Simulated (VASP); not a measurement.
Band structure of TiC (rock salt). These are rev-vdW-DF2, VASP's PBE PAW potentials (set 64) (plane waves; VASP 6.6.1) values and carry that method's errors.

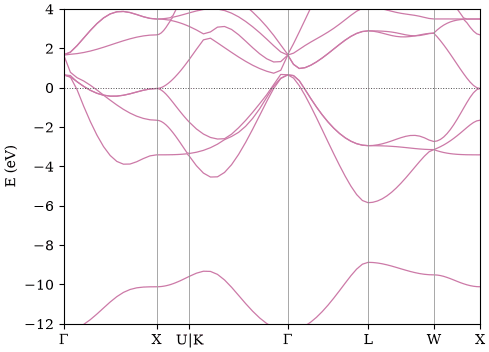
Bands along high-symmetry lines, zero at the valence-band maximum or, without a gap, the Fermi level

Problem. Read the plot: is there a gap, and where are the band edges?

Solution. It has no gap at this level: it comes out as a metal or semimetal. (Edges off the drawn lines would not show.)

The compound is TiC in the rock salt structure. It was relaxed first.
